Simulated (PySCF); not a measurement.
## Electronic structure of C₄H₁₂OSi₂ (SMILES C[SiH](C)[SiH2]CC=O) in real space

The calculation's input:

```
{"job": {"kind": "nmr", "xc": "PBE0", "basis": "pcSseg-1"}, "charge": 0, "multiplicity": 1}
C     -1.109958     1.816079    -0.086123
Si    -0.925576     0.057221    -0.787689
C     -2.626959    -0.802084    -0.714684
Si     0.598766    -1.198293     0.446121
C      2.390650    -0.752476    -0.142370
C      2.589327     0.660686     0.184196
O      2.188612     1.592358    -0.471646
H     -0.170997     2.354594    -0.168500
H     -1.865451     2.383991    -0.622543
H     -1.394405     1.801219     0.963367
H     -0.546043     0.143760    -2.212495
H     -2.583246    -1.806774    -1.123326
H     -3.370483    -0.251079    -1.282513
H     -2.990246    -0.881849     0.305901
H      0.559419    -2.660885     0.285978
H      0.607354    -0.992689     1.904483
H      2.417520    -0.906777    -1.218798
H      3.123321    -1.387720     0.345305
H      3.098592     0.839968     1.153243
```

Run with:

```sh
OMP_NUM_THREADS=1 python probes_run.py task.json out
```

Geometry: GFN2-xTB.

These are results of PBE0/pcSseg-1, SCF density, gas phase, non-relativistic in PySCF 2.14.0, not measurements.

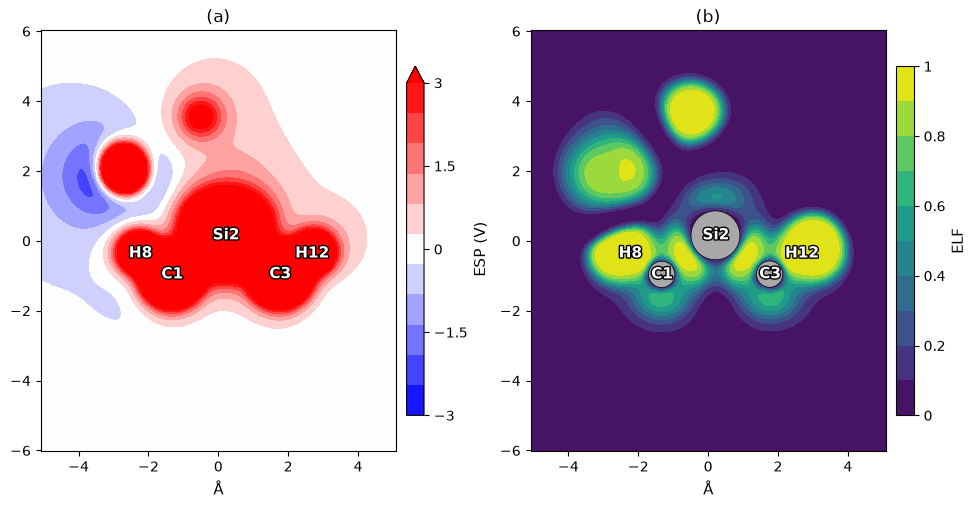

Figure 1. (a) molecular electrostatic potential; (b) ELF on the plane of atoms C1, Si2 and C3. Grey discs cover the atomic cores in the ELF map.

> What do the fields say about this system?

- Atoms in the plane: C, Si and H.
- C–Si (1.90 Å): the ELF peaks at about 0.95 between the atoms; localised, covalent bonding.
- C–H (1.09 Å): the ELF climbs to about 1 towards the hydrogen, as it does in any bond to H (a covalent bond by its length).
- The ELF also peaks beside O7, away from the bonds: lone-pair regions.
- Outside the dense part of the molecule the potential is most negative (−2.0 V) near O7, which lies off the plane.

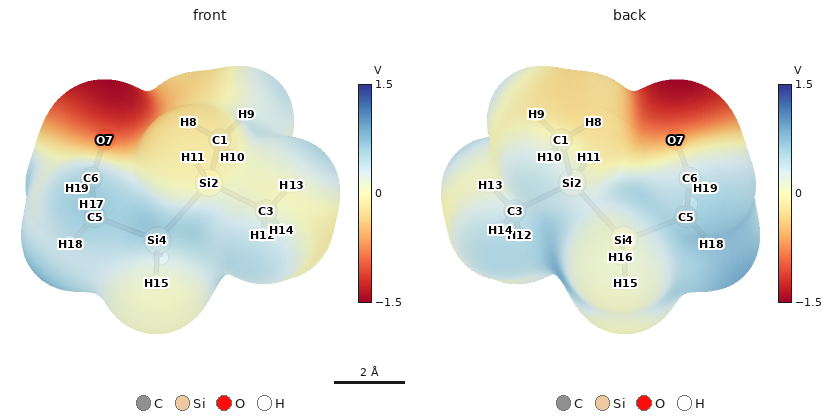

Figure 2. The electrostatic potential painted on the density surface at 0.001 e/bohr³, seen from the front and from behind; red is negative and blue positive.

> Describe the electrostatic potential map.

The most negative region (about −1.5 V, or −35 kcal/mol for a unit charge) lies over O7, the most positive (about +0.8 V, or +18 kcal/mol for a unit charge) over Si4 and H18. O7 is the likeliest acceptor of a hydrogen bond.

> What dipole moment does the calculation give?

Its dipole moment is 2.13 D.
